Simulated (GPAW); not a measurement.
**O K ELNES/XANES of KTaO3 (Pm-3m) from DFT**

How does the O K edge of KTaO3 (Pm-3m) move when the bonds are compressed or stretched?

Method: X-ray absorption from dipole matrix elements to empty bands, plane-wave PAW revPBE, without spin-orbit coupling, in GPAW 26.7.0.

### Step 1. The starting structure

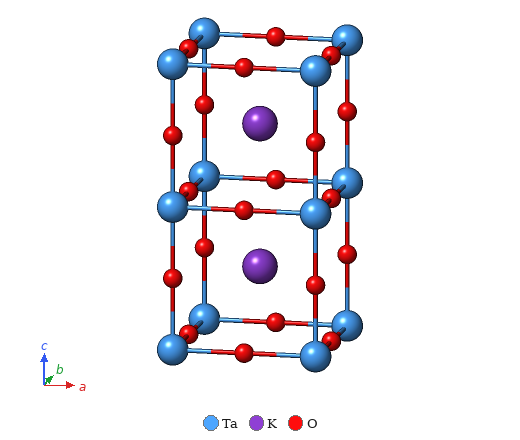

Start, viewed slightly off an axis; tantalum blue, potassium purple, oxygen red. 1×1×2 cells are drawn. Some periodic images of atoms are drawn too.

Structure file:

```cif
data_structure
_symmetry_space_group_name_H-M 'Pm-3m'
_symmetry_Int_Tables_number 221
_cell_length_a 3.9883
_cell_length_b 3.9883
_cell_length_c 3.9883
_cell_angle_alpha 90.000
_cell_angle_beta 90.000
_cell_angle_gamma 90.000
_cell_volume 63.44
loop_
_atom_site_label
_atom_site_type_symbol
_atom_site_symmetry_multiplicity
_atom_site_Wyckoff_symbol
_atom_site_fract_x
_atom_site_fract_y
_atom_site_fract_z
_atom_site_occupancy
Ta1 Ta 1 a 0.00000 0.00000 0.00000 1
K1 K 1 b 0.50000 0.50000 0.50000 1
O1 O 3 d 0.00000 0.00000 0.50000 1
```

### Step 2. The field without a hole

The ground state comes first: it tells whether the system has a gap, which decides how the excited electron is treated.

scf.py reads:

```python
import numpy as np
from ase import Atoms
from ase.parallel import parprint, paropen
from gpaw import GPAW, PW, FermiDirac, Mixer, MixerDif, setup_paths
from gpaw.test import gen
setup_paths.insert(0, '.')
gen('O', name='nch1s', xcname='revPBE', corehole=(1, 0, 0), write_xml=True)
from gpaw.mpi import world
world.barrier()

atoms = Atoms('TaKO3',
    cell=[[3.9883, 0, 0],
     [0, 3.9883, 0],
     [0, 0, 3.9883]],
    scaled_positions=[[0, 0, 0],
     [0.5, 0.5, 0.5],
     [0, 0, 0.5],
     [0, 0.5, 0],
     [0.5, 0, 0]],
    pbc=True)
atoms.calc = calc = GPAW(legacy_gpaw=True, mode=PW(500, force_complex_dtype=True), xc='revPBE', setups={2: 'nch1s'},
    kpts={'size': (6, 6, 6), 'gamma': True}, occupations=FermiDirac(0.05),
    charge=0, mixer=Mixer(0.1, 5, 50), maxiter=150,
    convergence={'density': 0.0001, 'eigenstates': 1e-6}, txt='scf.txt')
energy = atoms.get_potential_energy() + calc.get_reference_energy()
ef = calc.get_fermi_level()
out = dict(energy=energy, fermi=ef, forces=atoms.get_forces().tolist())
parprint(f'all-electron energy {energy:.4f} eV, Fermi level {ef:.4f} eV')
ev = np.array([[calc.get_eigenvalues(k, s) for k in range(len(calc.get_ibz_k_points()))] for s in range(calc.get_number_of_spins())])
out['homo'], out['lumo'], out['counts'] = ev[ev < ef].max(), ev[ev > ef].min(), sorted(set((ev < ef).sum((0, 2)).tolist()))
out['filled'] = (ev[:, 0] < ef).sum(1).tolist()
import json
with paropen('out.json', 'w') as f:
    json.dump(out, f)
```

The run is started by

```
> OMP_NUM_THREADS=1 mpirun -n 4 gpaw python scf.py
```

Numbers of over 12 decimals in the logs are rounded to 6 here.

What it wrote:

```text
Input parameters:
  convergence: {density: 0.0001,
                eigenstates: 1e-06}
  kpts: {gamma: True,
         size: (6, 6, 6)}
  maxiter: 150
  mixer: {backend: pulay,
          beta: 0.1,
          method: separate,
          nmaxold: 5,
          weight: 50}
  mode: {ecut: 500.0,
         force_complex_dtype: True,
         name: pw}
  occupations: {fixmagmom: False,
                name: fermi-dirac,
                width: 0.05}
  setups: {2: nch1s}
  xc: revPBE

Initialize ...

[... PAW data sets ...]

Reference energy: -446694.570066  # eV

Spin-paired calculation

[... convergence settings ...]
Symmetries present (total): 16
  [... symmetry matrices ...]

216 k-points: 6 x 6 x 6 Monkhorst-Pack grid + [1/12,1/12,1/12]
40 k-points in the irreducible part of the Brillouin zone
       k-points in crystal coordinates                weights
   0:     0.00000000    0.00000000    0.00000000          1/216
   1:     0.00000000    0.00000000    0.16666667          2/216
   2:     0.00000000    0.00000000    0.33333333          2/216
   3:     0.00000000    0.00000000    0.50000000          1/216
   4:     0.16666667    0.00000000    0.00000000          4/216
   5:     0.16666667    0.00000000    0.16666667          8/216
   6:     0.16666667    0.00000000    0.33333333          8/216
   7:     0.16666667    0.00000000    0.50000000          4/216
   8:     0.16666667    0.16666667    0.00000000          4/216
   9:     0.16666667    0.16666667    0.16666667          8/216
          ...
  39:     0.50000000    0.50000000    0.50000000          1/216

Wave functions: Plane wave expansion
  Cutoff energy: 500.000 eV
  Number of coefficients (min, max): 1575, 1640
  Pulay-stress correction: 0.000000 eV/Ang^3 (de/decut=0.000000)
  Using FFTW library
  Wavefunction extrapolation:
    Improved wavefunction reuse through dual PAW basis

Occupation numbers: Fermi-Dirac:
  width: 0.0500  # eV

Eigensolver
   Davidson(niter=2)

Densities:
  Coarse grid: 21*21*21 grid
  Fine grid: 42*42*42 grid
  Total Charge: 0.000000

Density mixing:
  Method: separate
  Backend: pulay
  Linear mixing parameter: 0.1
  old densities: 5
  Width of damping distribution: 1.1
  Damping of long wavelength oscillations: 50

[... Hamiltonian set-up ...]
Number of atoms: 5
Number of atomic orbitals: 30
Number of bands in calculation: 28
Number of valence electrons: 40
Bands to converge: occupied

... initialized

Initializing position-dependent things.

Density initialized from atomic densities
Creating initial wave functions:
  28 bands from LCAO basis set

Positions:
   0 Ta     0.000000    0.000000    0.000000    ( 0.0000,  0.0000,  0.0000)
   1 K      1.994150    1.994150    1.994150    ( 0.0000,  0.0000,  0.0000)
   2 O      0.000000    0.000000    1.994150    ( 0.0000,  0.0000,  0.0000)
   3 O      0.000000    1.994150    0.000000    ( 0.0000,  0.0000,  0.0000)
   4 O      1.994150    0.000000    0.000000    ( 0.0000,  0.0000,  0.0000)

Unit cell:
           periodic     x           y           z      points  spacing
  1. axis:    yes    3.988300    0.000000    0.000000    21     0.1899
  2. axis:    yes    0.000000    3.988300    0.000000    21     0.1899
  3. axis:    yes    0.000000    0.000000    3.988300    21     0.1899

  Lengths:   3.988300   3.988300   3.988300
  Angles:   90.000000  90.000000  90.000000

Effective grid spacing dv^(1/3) = 0.1899

iter:   1   -42.092177
iter:   2   -39.281121   -1.07  -0.95
iter:   3   -36.869081   -0.87  -1.07
iter:   4   -36.953473   -2.35  -1.43
iter:   5   -36.903080   -2.08  -1.48
iter:   6   -36.915821   -2.51  -2.39
iter:   7   -36.918784c  -2.44  -2.27
iter:   8   -36.897003   -2.99  -2.23
iter:   9   -36.896985   -4.28  -2.86
iter:  10   -36.896426c  -4.54  -2.98
iter:  11   -36.896420c  -5.58  -3.86
iter:  12   -36.896420c  -6.70c -4.32c

Converged after 12 iterations.

Dipole moment: (0.000000, 0.000000, 0.000000) |e|*Ang

Energy contributions relative to reference atoms: (reference = -446694.570066)

Kinetic:        +32.230080
Potential:      -34.494734
External:        +0.000000
XC:             -34.166698
Entropy (-ST):   -0.000000
Local:           -0.465069
SIC:             +0.000000
--------------------------
Free energy:    -36.896420
Extrapolated:   -36.896420

Showing only first 2 kpts
 Kpt  Band  Eigenvalues  Occupancy
  0    18      4.92453    2.00000
  0    19      4.92453    2.00000
  0    20      7.74948    0.00000
  0    21      7.74948    0.00000

  1    18      4.81437    2.00000
  1    19      4.81437    2.00000
  1    20      7.78625    0.00000
  1    21      8.53539    0.00000

Fermi level: 6.66363

Gap: 2.213 eV
Transition (v -> c):
  (s=0, k=38, n=19, [0.50, 0.50, 0.33]) -> (s=0, k=0, n=20, [0.00, 0.00, 0.00])
Direct/indirect transitions are different
Direct gap: 2.825 eV
Transition at: (s=0, k=0, n=19, [0.00, 0.00, 0.00])

Forces in eV/Ang:
  0 Ta    0.00000    0.00000    0.00000
  1 K     0.00000    0.00000    0.00000
  2 O     0.00000    0.00000    0.00000
  3 O     0.00000    0.00000    0.00000
  4 O     0.00000    0.00000    0.00000
Scalar-relativistic atomic revPBE calculation for O (Oxygen, Z=8)
Core hole in 1s state (1s occupation: 2.0)
300 radial gridpoints.
|------------------------------------------------|
|------------------------------------------------|
[... the atom generator's iteration count ...]

Energy contributions:
-------------------------
Kinetic:      +74.948550
XC:            -8.337853
Potential:   -141.669605
-------------------------
Total:        -75.058908

state      eigenvalue         ekin         rmax
-----------------------------------------------
1s^2.0 :   -18.924438    29.190860        0.129
2s^2.0 :    -0.881898     3.219331        0.871
2p^4.0 :    -0.329595     2.532042        0.821
-----------------------------------------------
(units: Bohr and Hartree)

Generating PAW setup
Kinetic energy of the core from tauc = 58.428538
Cutoffs:
rc(s)=1.300
rc(p)=1.130
rc(d)=1.170
rc(vbar)=1.300
rc(comp)=1.260
rc(nct)=1.300

Kinetic energy of the core states: 58.381721
Charge: 0.0
Core electrons: 2.0
Valence electrons: 6.0
Pseudo-core charge: 0.000732
Shape function alpha=6.299
Pseudo-electron charge 5.684612
state    eigenvalue         norm
--------------------------------
2s(2) :    -0.881898     1.082464
*s    :     0.118102
2p(4) :    -0.329595     0.879738
*p    :     0.670405
*d    :     0.000000
--------------------------------

Diagonalizing with gridspacing h=0.050

state   all-electron     PAW
-------------------------------
2s:      -0.881898    -0.883008
2p:      -0.329595    -0.333354
*d:                    0.048653
*f:                    0.076486
-------------------------------
all-electron energy -446731.4665 eV, Fermi level 6.6636 eV
```

Run time: 8.8 s. Hardware: 4 MPI ranks of Arm Neoverse V2, shared host; peak memory 0.2 GiB.

The mesh shows a gap of 2.21 eV, so the hole is first treated in a charged cell, without the excited electron.

### Step 3. Reference energy of the supercell

The photon energy needs a difference of total energies, so the cell and mesh of the coming hole run are first run without a hole.

scf.py: that of step 2 with these lines changed.

```diff
@@ -10,14 +10,19 @@
 
-atoms = Atoms('TaKO3',
-    cell=[[3.9883, 0, 0],
-     [0, 3.9883, 0],
-     [0, 0, 3.9883]],
+atoms = Atoms('Ta2K2O6',
+    cell=[[3.9883, 0, 3.9883],
+     [0, 3.9883, 3.9883],
+     [-3.9883, 0, 3.9883]],
     scaled_positions=[[0, 0, 0],
-     [0.5, 0.5, 0.5],
-     [0, 0, 0.5],
-     [0, 0.5, 0],
-     [0.5, 0, 0]],
+     [0.5, 0, 0.5],
+     [0.25, 0.5, 0.75],
+     [0.75, 0.5, 0.25],
+     [0.25, 0, 0.25],
+     [0.75, 0, 0.75],
+     [0.75, 0.5, 0.75],
+     [0.25, 0.5, 0.25],
+     [0.25, 0, 0.75],
+     [0.75, 0, 0.25]],
     pbc=True)
-atoms.calc = calc = GPAW(legacy_gpaw=True, mode=PW(500, force_complex_dtype=True), xc='revPBE', setups={2: 'nch1s'},
-    kpts={'size': (6, 6, 6), 'gamma': True}, occupations=FermiDirac(0.05),
+atoms.calc = calc = GPAW(legacy_gpaw=True, mode=PW(500, force_complex_dtype=True), xc='revPBE', setups={4: 'nch1s'},
+    kpts={'size': (4, 4, 4), 'gamma': True}, occupations=FermiDirac(0.02),
     charge=0, mixer=Mixer(0.1, 5, 50), maxiter=150,
```

What it wrote:

```text
Input parameters:
  convergence: {density: 0.0001,
                eigenstates: 1e-06}
  kpts: {gamma: True,
         size: (4, 4, 4)}
  maxiter: 150
  mixer: {backend: pulay,
          beta: 0.1,
          method: separate,
          nmaxold: 5,
          weight: 50}
  mode: {ecut: 500.0,
         force_complex_dtype: True,
         name: pw}
  occupations: {fixmagmom: False,
                name: fermi-dirac,
[...]
2s(2) :    -0.881898     1.082464
*s    :     0.118102
2p(4) :    -0.329595     0.879738
*p    :     0.670405
*d    :     0.000000
--------------------------------

Diagonalizing with gridspacing h=0.050

state   all-electron     PAW
-------------------------------
2s:      -0.881898    -0.883008
2p:      -0.329595    -0.333354
*d:                    0.048653
*f:                    0.076486
-------------------------------
all-electron energy -893462.8902 eV, Fermi level 6.1106 eV
[key lines of the parts left out:]
Converged after 17 iterations.
Dipole moment: (-0.000000, 0.000000, 0.000000) |e|*Ang
Free energy:    -73.750161
Fermi level: 6.11055
```

Run time: 23 s. Hardware: 4 MPI ranks; peak memory 0.25 GiB; 91 s of CPU time.

Reference energy: -893462.890 eV with the cores included.

(Part 1 of 4 ends here.)

[Banner, clock and machine lines of the logs are left out without a mark of their own.]

[Logs are printed without paths, hosts, clocks, repeated set-up lines and the standing remarks that a program may print on its own settings, such as how far it seeks lower states.]

[Hosts, paths, dates, database ids (printed as entryN), source tags and the programs' standing remarks are cut or masked in the printed files.]

[Lists of maxima count a maximum above −3 eV only where it reaches 4 % of the highest in the window and stands out from its surroundings by 2 % of it (1.5 % where it reaches 55 %); shoulders and weaker maxima are passed over, and of the rest the first, up to two pre-edge ones and the few strongest are named.]
